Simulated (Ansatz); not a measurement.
## Changed inputs in constrained RPA: LiMoN2 (R3m)

Wanted: the sensitivity and cost of U and J for LiMoN2 (R3m).

Method: constrained RPA on LDA, plane waves, PAW, in Ansatz 0.2.0.

## 1. The structure

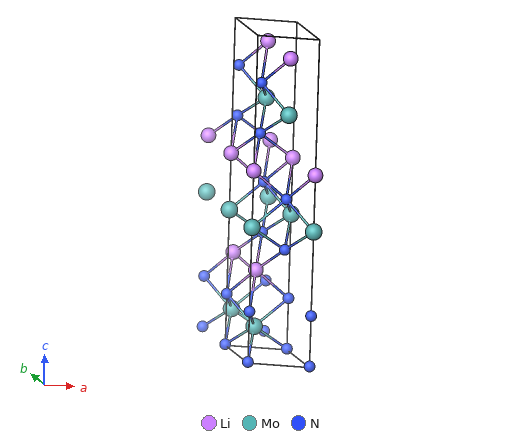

The starting structure, seen slightly off an axis (lithium purple, molybdenum teal, nitrogen blue). 1×2×1 cells are drawn. This picture shows the conventional cell, with its axes. Bonds to atoms that aren't drawn are left out. Some periodic images of atoms are drawn too.

The cell and positions are those that the Materials Project relaxed with its own functionals (PBE, PBE+U or r2SCAN), kept fixed. The default PAW set here is soft_2. Its files were made with PBE.

## 2. Base: Mo d + anion p, bands v7 to c4, 6×6×6 mesh, medium accuracy

Constrained RPA screens the interaction with every transition except those inside the target bands, which a later many-body model would treat itself.

Input file input.yaml:

```yaml
crystal:
  lattice:
    - [-1.66933958, 0.0, 5.29899402]
    - [0.83466979, -1.44569048, 5.29899402]
    - [0.83466979, 1.44569049, 5.29899402]
  atoms:
    - { symbol: Li, position: [0.41359667, 0.41359667, 0.41359667] }
    - { symbol: Mo, position: [0.58592323, 0.58592323, 0.58592323] }
    - { symbol: "N", position: [0.84262502, 0.84262502, 0.84262502] }
    - { symbol: "N", position: [0.99655408, 0.99655408, 0.99655408] }
kpoints:
  mp_grid: { grid: [12, 12, 12] }
hamiltonian:
  xc: lda
scf:
  occupations: { method: gaussian, width: 0.08 }
  n_extra_bands: 19
  max_iter: 150
output:
  crpa:
    kmesh: [6, 6, 6]
    target_bands: [v7, c4]
    projections: [{ species: Mo, l: d, shell: 4 }, { species: "N", l: p, shell: 2 }]
  local_orbitals:
    kmesh: [6, 6, 6]
    orbitals: [{ species: Mo, l: d, shell: 4 }, { species: "N", l: p, shell: 2 }]
    window: { bands: [v7, c4] }
    seedname: lo
```

Run with:

```bash
$ ansatz run input.yaml --threads 4 --pin off --max-ram 9216MiB --backend cpu --events-out ev --progress --plain --runs-dir out
```

Numbers of over 12 decimals in the logs are rounded to 6 here.

Log:

```text
scf.n_extra_bands = 19 over 14 filled bands (N_el = 27.0): the run solves 33 bands
Engine: ansatz 0.2.0, aarch64-unknown-linux-gnu
Pseudopotentials: kind: paw
Pseudopotential: Li, paw, valence charge 3, recommended cutoff 420 eV (normal), Li.paw.azcp
Pseudopotential: Mo, paw, valence charge 14, recommended cutoff 420 eV (normal), Mo.paw.azcp
Pseudopotential: N, paw, valence charge 5, recommended cutoff 420 eV (normal), N.paw.azcp
Functional definition: SPW92
  exchange = slater_x
  correlation = pw_c
Crystal: 4 atoms, lattice volume = 38.365 Å³
Basis set: ecut = 420 eV, 755 PW (Γ)
Bands: 33, of which v1, the nominal top of the filled ones, is band 14 counted from 1 (13 counted from 0)
Symmetry: 6 space group operations
Space group: R3m (ITA 160), of the structure as read, at distance tolerance 3.4e-5 Å
k-points: 189 of 1728 (time reversal used)
Non-local potential: Li, projectors of the file, l = 0: 3, l = 1: 2, l = 2: 1
Non-local potential: Mo, projectors of the file, l = 0: 3, l = 1: 2, l = 2: 2, l = 3: 1
Non-local potential: N, projectors of the file, l = 0: 2, l = 1: 2, l = 2: 1
PAW form: soft (Blöchl's): semilocal exchange-correlation on the pseudo side does not see the compensation charge
PAW frozen core: Mo, regenerated for the run's functional, and the local potential with it (the file was generated under x = pbe(κ = 0.804, μ = 0.219515), c = pbe(β = 0.066725))
PAW frozen core: N, regenerated for the run's functional, and the local potential with it (the file was generated under x = pbe(κ = 0.804, μ = 0.219515), c = pbe(β = 0.066725))
PAW one-centre angular grid: Li, 110 points (default); XC on 64 Gauss nodes
PAW one-centre angular grid: Mo, 590 points (default); XC on 64 Gauss nodes
PAW one-centre angular grid: N, 110 points (default); XC on 64 Gauss nodes
Initial density: superposition of atomic densities (neutral atoms: chi_scale 0, normalization atom), corrected by the library's trained network
Initial wavefunctions: pseudopotential atomic-orbital guess
Functional: x = slater, c = lda
SCF iter   1: F=—  HF=-5794.976622 eV  |F-HF|=—  |Δ(HF+E_count)|=         —  Δρ=2.29e-2  dr2=1.96e-1  ethr=1.77e-3  ⟨swp⟩=5.2  Hψ=30010  notcnv=0  defer=1278
preconditioner: auto → Kerker (q_TF=auto, 2.573 Å⁻¹)  [metal: Δε(μ)=0.007 eV  Ē_g=21.015 eV  σ=0.080 eV  W_gap=0.05  n_scr=10 (ndim 8)  ℏωp=24.7 eV  f_vac=0.000  D(μ)=2.26/eV (n_scr^D=28)]
SCF iter   2: F=—  HF=-5794.951756 eV  |F-HF|=—  |Δ(HF+E_count)|=   2.49e-2  Δρ=1.20e-2  dr2=5.76e-2  ethr=7.27e-4  ⟨swp⟩=1.0  Hψ=7749  notcnv=0  defer=1614
SCF iter   3: F=—  HF=-5794.942430 eV  |F-HF|=—  |Δ(HF+E_count)|=   9.33e-3  Δρ=1.55e-3  dr2=1.31e-3  ethr=2.13e-4  ⟨swp⟩=1.7  Hψ=4436  notcnv=0  defer=1659
[...]
cRPA screening: q 65/216 (q-point 15)
[...]
cRPA screening: q 198/216 (q-point 89)
cRPA screening: q 204/216 (q-point 94)
cRPA screening: q 210/216 (q-point 95)
cRPA screening: q 216/216 (q-point 130)
SCF converged after 7 iterations
Free energy (F): -5794.942114 eV
Harris-Foulkes:  -5794.942114 eV  (|F-HF|=1.35e-8)
Internal energy: -5794.933301 eV  (E = F + TS)
E sigma→0 (E₀):  -5794.937707 eV
Entropy (-TS):   -0.008813 eV (-2.203 meV/atom)
Fermi energy:    11.482149 eV
--- Per-component energies (eV) ---
  E_band       = -196.843490
  E_kinetic    = 722.671428
  E_local      = -1819.866877  (includes V_loc(G=0)·N_el)
  E_nonlocal   = 206.667641
  E_hartree    = 642.787703
  E_xc         = -312.321408
  E_vxc        = -394.941729  (∫ρ·V_xc dr)
  E_paw        = -3342.413903  (= ΣΔE_a)
  E_vpaw       = -196.949342  (= ΣTr[D̂ρ^β])
  E_aug_tail   = 0.000273  (compensation charges beyond the density's cutoff)
  E_ewald      = -1893.091061
  E_core_change = 0.632904  (= ΣΔE_core)
  E_smearing   = -0.008813  (= −TS)
  E_closure    = 0.000000  (closes the sum)
  Σ components = -5794.942114   (vs F -5794.942114, Δ=0.00e0)
--- Band table (eV; the first three rows and the last of 189) ---
  k-point 0: bands = [... 10 lower, 9.7527, 9.7527, 11.5777, 12.8237, 15.4560, 15.4560, 15.8190, 15.8190, ... 15 higher]
  k-point 1: bands = [... 10 lower, 9.4598, 9.5759, 11.7070, 12.7384, 15.4195, 15.6104, 15.6670, 15.8224, ... 15 higher]
  k-point 2: bands = [... 10 lower, 8.8791, 9.1519, 11.7463, 12.3458, 15.4454, 15.5458, 15.5814, 16.2625, ... 15 higher]
  k-point 188: bands = [... 10 lower, 9.7798, 9.7798, 9.8219, 13.8152, 15.5285, 15.5285, 15.7292, 15.7292, ... 15 higher]
--- cRPA (band scheme, projected local orbitals): target bands 8..18 (1-based), 11 Wannier function(s), 6×6×6 mesh, 36 bands' worth read of 41 solved, ecut_chi 136.0 eV, v(q+G=0) probe_charge, pair densities all_electron ---
  χ-basis size per q: N_G = 130..145
  window electrons = 13.0000, filled by tetrahedron_uncorrected; constrained ε̄⁻¹(q = 0, 0) head = 0.475538; min gauge Gram eig = 0.6627
  Kanamori averages over each shell's own Wannier functions (sites counted from 0, functions from 1):
  Each shell's averages of U are screened by what lies outside the whole window alone: parameters of one model of all the shells.
    Site 1, 4D, 5 of 5 d orbitals (Wannier functions 1, 2, 3, 4, 5; wannier90's mr 1, 2, 3, 4, 5):
      screened: U = 7.5750 eV, U' = 6.7033 eV, J = 0.4315 eV
      screened, to within: U = 1.1e-2 eV, U' = 1.1e-2 eV, J = 8.0e-4 eV
      bare: V = 14.5843 eV, V' = 13.4460 eV, J = 0.5619 eV
    Site 2, 2P, 3 of 3 p orbitals (Wannier functions 6, 7, 8; wannier90's mr 1, 2, 3):
      screened: U = 8.0663 eV, U' = 6.7895 eV, J = 0.6530 eV
      screened, to within: U = 1.1e-2 eV, U' = 1.1e-2 eV, J = 1.6e-3 eV
      bare: V = 16.7504 eV, V' = 15.1057 eV, J = 0.8417 eV
    Site 3, 2P, 3 of 3 p orbitals (Wannier functions 9, 10, 11; wannier90's mr 1, 2, 3):
      screened: U = 8.1058 eV, U' = 6.8286 eV, J = 0.6532 eV
      screened, to within: U = 1.1e-2 eV, U' = 1.1e-2 eV, J = 1.7e-3 eV
      bare: V = 16.7875 eV, V' = 15.1424 eV, J = 0.8435 eV
  Hermiticity witness max|P − P†| over intra, direct and exchange elements: 5.33e-15 eV (screened), 3.55e-15 eV (bare)
  Reality witness max|Im| over intra, direct and exchange elements: 1.72e-8 eV (screened), 5.90e-13 eV (bare)
```

Wall time 19 min (4 threads of Arm Neoverse V2, shared host); peak memory 0.75 GiB.

This step gave:

```yaml
u: 7.575 eV
u_prime_inter_orbital: 6.703 eV
j: 0.4315 eV
bare_v: 14.58 eV
bare_j: 0.5619 eV
stated_bound_on_u: 0.01089 eV
u_over_bare_v: 0.5194
electrons_in_the_window: 13.00
head_of_the_constrained_inverse_dielectric_matrix: 0.4755
least_eigenvalue_of_the_projection_s_overlap: 0.6627
target_functions: 11
bands_in_the_sums: 36
r_m_s_miss_of_the_model_bands: 0.006243 eV
width_of_the_target_bands: 12.85 eV
weight_of_the_projected_orbitals_in_the_window: 0.9284
```

On the Mo d shell, screening brings the on-site interaction from 14.6 eV down to U = 7.58 eV.

## 3. Changed: 4×4×4 mesh

Changes to input.yaml since step 2:

```diff
@@ -20,9 +20,4 @@
   crpa:
-    kmesh: [6, 6, 6]
+    kmesh: [4, 4, 4]
     target_bands: [v7, c4]
     projections: [{ species: Mo, l: d, shell: 4 }, { species: "N", l: p, shell: 2 }]
-  local_orbitals:
-    kmesh: [6, 6, 6]
-    orbitals: [{ species: Mo, l: d, shell: 4 }, { species: "N", l: p, shell: 2 }]
-    window: { bands: [v7, c4] }
-    seedname: lo
```

Log:

```text
[...]
Crystal: 4 atoms, lattice volume = 38.365 Å³
Basis set: ecut = 420 eV, 755 PW (Γ)
Bands: 33, of which v1, the nominal top of the filled ones, is band 14 counted from 1 (13 counted from 0)
[... 1 set-up line as in the run before ...]
[...]
k-points: 189 of 1728 (time reversal used)
[...]
SCF iter   1: F=—  HF=-5794.976622 eV  |F-HF|=—  |Δ(HF+E_count)|=         —  Δρ=2.29e-2  dr2=1.96e-1  ethr=1.77e-3  ⟨swp⟩=5.2  Hψ=30010  notcnv=0  defer=1278
[...]
SCF iter   7: F=-5794.942114 eV  HF=-5794.942114 eV  |F-HF|=1.35e-8  |Δ(HF+E_count)|=   1.32e-7  Δρ=7.57e-6  dr2=3.32e-8  ethr=3.70e-10  ⟨swp⟩=7.8  Hψ=29786  notcnv=0
SCF 1 converged in 7 iterations: F = -5794.942114 eV  dr2 = 3.32e-8
[...]
NSCF: frozen V_eff on 13 k-points
[...]
cRPA screening: q 1/64
cRPA screening: q 2/64
cRPA screening: q 8/64 (q-point 3)
cRPA screening: q 11/64 (q-point 6)
[...]
k-point 188: bands = [... 10 lower, 9.7798, 9.7798, 9.8219, 13.8152, 15.5285, 15.5285, 15.7292, 15.7292, ... 15 higher]
[...]
bands read: the sum over 36 bands ends inside a degenerate multiplet in 2 slots, whose members it reads at an even weight; the widest, k=21: bands 36 to 37 (counted from 1) at 1/2 each
  χ-basis size per q: N_G = 130..144
[...]
screened: U = 7.6133 eV, U' = 6.7401 eV, J = 0.4321 eV
      screened, to within: U = 1.2e-2 eV, U' = 1.2e-2 eV, J = 8.0e-4 eV
      bare: V = 14.6169 eV, V' = 13.4775 eV, J = 0.5622 eV
    Site 2, 2P, 3 of 3 p orbitals (Wannier functions 6, 7, 8; wannier90's mr 1, 2, 3):
      screened: U = 8.0526 eV, U' = 6.7755 eV, J = 0.6531 eV
      screened, to within: U = 1.1e-2 eV, U' = 1.1e-2 eV, J = 1.6e-3 eV
      bare: V = 16.7775 eV, V' = 15.1314 eV, J = 0.8420 eV
    Site 3, 2P, 3 of 3 p orbitals (Wannier functions 9, 10, 11; wannier90's mr 1, 2, 3):
      screened: U = 8.1007 eV, U' = 6.8229 eV, J = 0.6536 eV
      screened, to within: U = 1.1e-2 eV, U' = 1.1e-2 eV, J = 1.6e-3 eV
      bare: V = 16.8174 eV, V' = 15.1709 eV, J = 0.8440 eV
[...]
[key lines of the parts left out:]
SCF converged after 7 iterations
Free energy (F): -5794.942114 eV
Fermi energy:    11.482149 eV
```

Elapsed: 2.2 min, on 4 threads; peak memory 0.62 GiB.

This step gave:

- U: 7.613 eV
- U prime (inter-orbital): 6.740 eV
- J: 0.4321 eV
- bare V: 14.62 eV
- bare J: 0.5622 eV
- stated bound on U: 0.01107 eV
- U over bare V: 0.5209
- electrons in the window: 13.00
- head of the constrained inverse dielectric matrix: 0.4706
- least eigenvalue of the projection's overlap: 0.6627
- target functions: 11
- bands in the sums: 36
- width of the target bands: 12.85 eV
- weight of the projected orbitals in the window: 0.9284

On the Mo d shell, screening brings the on-site interaction from 14.6 eV down to U = 7.61 eV.

## 4. Changed: spin-orbit coupling, which the program doesn't serve

This step: constrained RPA on LDA with spin-orbit coupling, plane waves, PAW.

Changes to input.yaml since step 3:

```diff
@@ -18,5 +18,8 @@
   max_iter: 150
+magnetization:
+  noncollinear: true
+  spin_orbit: true
 output:
   crpa:
-    kmesh: [4, 4, 4]
+    kmesh: [6, 6, 6]
     target_bands: [v7, c4]
```

Log:

```text
Error: output.crpa with magnetization.noncollinear: true — the cRPA pipeline runs scalar-band solve channels only (unpolarised or collinear) — spinor oscillator elements are not implemented; use a collinear or unpolarised deck, or drop the output.crpa: request
```

The job ended after 0.03 s (4 threads; peak memory 0.032 GiB).

The input was rejected at the start.

The program's message: “Error: output.crpa with magnetization.noncollinear: true — the cRPA pipeline runs scalar-band solve channels only (unpolarised or collinear) — spinor oscillator elements are not implemented; use a col …”

The fault put into this input: spin-orbit coupling, which the program doesn't serve.

## 5. Side by side

Times are wall times on 4 threads of Arm Neoverse V2, shared host, good to a factor of about two.

```csv
run,bare V (eV),U (eV),J (eV),bound on U (eV),width (eV),time
target window,14.58,7.575,0.432,0.0109,12.85,19 min
4×4×4 mesh,14.62,7.613,0.432,0.0111,12.85,2.2 min
```

## 6. What came out

```json
{
 "target window": "U 7.58 eV, J 0.43 eV",
 "4×4×4 mesh": "U 7.61 eV, J 0.43 eV"
}
```

**Reading.** 4×4×4 mesh moves U by +0.04 eV at 0.11 times the time. The printed bound covers the solver alone, not the mesh, and no denser mesh than the base was run. The parent state is non-magnetic and the interaction static (zero frequency); U depends on the window and the orbitals, so it belongs to this model alone. A window that holds the anion p bands defines a model with explicit ligands; its U belongs to that model and is not the U of DFT+U.

[Paths, hosts, dates, memory and timing lines, banners, echoed tables and standing remarks are left out of the program output.]

[Logs are printed without paths, hosts, clocks, repeated set-up lines and the standing remarks that a program may print on its own settings, such as how far it seeks lower states.]

[Runs of the session that timed out or met a known fault of the program may be left out.]

[Hosts, paths, dates, database ids (printed as entryN), source tags and the programs' standing remarks are cut or masked in the printed files.]
